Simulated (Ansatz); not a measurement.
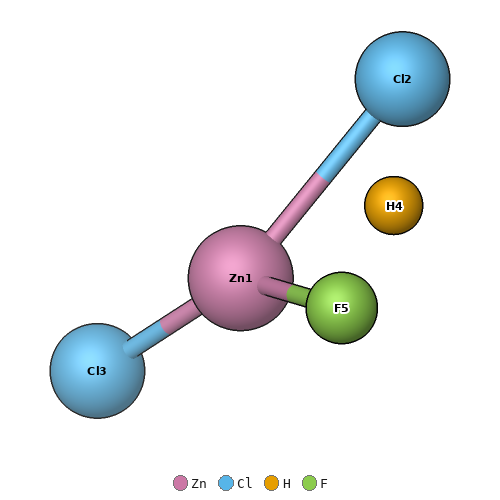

The system is the reacting system Cl₂FHZn (fragments Cl₂Zn + FH where the first distance is long, ClFZn + ClH where the second is long); the picture shows the reference structure. First axis: distance Zn1–F5 (bond that forms). Second axis: distance Zn1–Cl2 (bond that breaks). Relaxed at each point: all other coordinates. The scan uses a 9 × 9 grid. Points are written as (first, second). All energies are given in eV relative to a guessed transition structure relaxed with its forming and breaking bonds held. The reference is spin-restricted, so regions where a bond is pulled apart into radicals lie too high. Computed with RKS PBE0-D4/def2-SVP in Ansatz 0.2.0.

Its coordinates:

```xyz
5

Zn   -0.4863    0.0292   -0.6463
Cl    1.8944   -0.7179    0.1425
Cl   -1.8854    0.1887   -2.2026
H     0.7844    0.0145    1.2821
F    -0.3070    0.4856    1.4243
```

Range: distance Zn1–F5 (bond that forms) from 1.638 to 3.438 Å; distance Zn1–Cl2 (bond that breaks) from 2.016 to 3.516 Å.

Q: What landscape does the calculation give?

A: The lowest grid point is at (2.166 Å, 2.127 Å), −0.89 eV from a guessed transition structure relaxed with its forming and breaking bonds held. No other kind of well shows on this grid. The highest grid point, (3.438 Å, 3.516 Å), lies 3.43 eV above the lowest.

```csv
"second ↓, first →",1.638,1.772,1.956,2.166,2.395,2.638,2.894,3.161,3.438
3.516,0.19,−0.04,0.25,0.89,1.59,1.96,2.23,2.42,2.54
3.285,0.16,−0.09,0.18,0.77,1.27,1.57,1.80,1.97,2.08
3.063,0.12,−0.14,0.08,0.55,0.87,1.13,1.33,1.48,1.58
2.850,0.10,−0.20,−0.05,0.19,0.42,0.64,0.82,0.96,1.05
2.647,0.11,−0.24,−0.27,−0.21,−0.05,0.14,0.29,0.41,0.49
2.456,0.19,−0.24,−0.55,−0.58,−0.47,−0.33,−0.19,−0.09,−0.02
2.281,0.40,−0.30,−0.74,−0.84,−0.77,−0.66,−0.54,−0.46,−0.40
2.127,0.67,−0.23,−0.75,−0.89,−0.86,−0.77,−0.67,−0.60,−0.55
2.016,0.94,0.00,−0.55,−0.73,−0.72,−0.65,−0.57,−0.50,−0.45
```

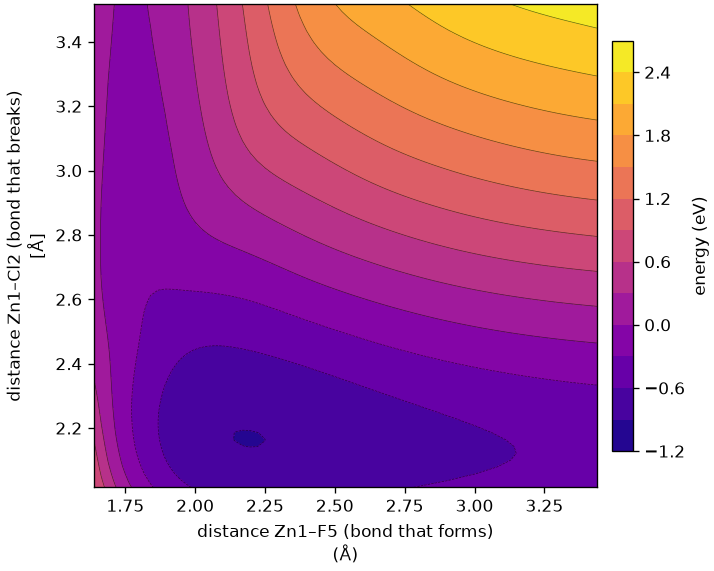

The picture shows filled contours. Between grid points the surface is interpolated.

The whole map (81 points run) took 23 min on 1 thread of Arm Neoverse V1, on a shared host.
